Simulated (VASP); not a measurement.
Band structure of Li2O (antifluorite). Method: LDA (Ceperley-Alder, Perdew-Zunger), VASP's LDA PAW potentials (set 64) (plane waves; VASP).

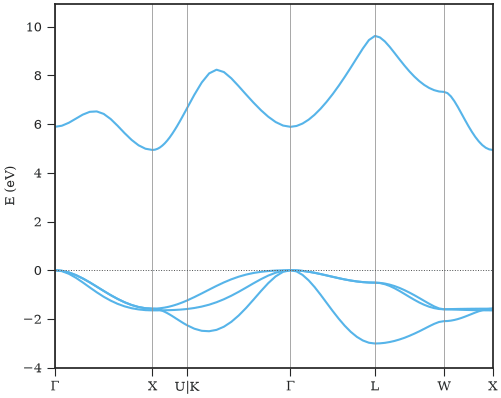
*Bands along high-symmetry lines, zero at the valence-band maximum or, without a gap, the Fermi level*

Question: Read the plot: is there a gap, and where are the band edges?

Answer: The gap is indirect, 4.94 eV, from the valence maximum at Γ to the conduction minimum at X. (Edges off the drawn lines would not show.)

Measured: gap 8.00 eV (computed value off by -3.06 eV), as given by Das et al., (2018), arXiv:1807.05623.

The compound is Li2O in the antifluorite structure. It was relaxed first, which changed the volume by -8 %.
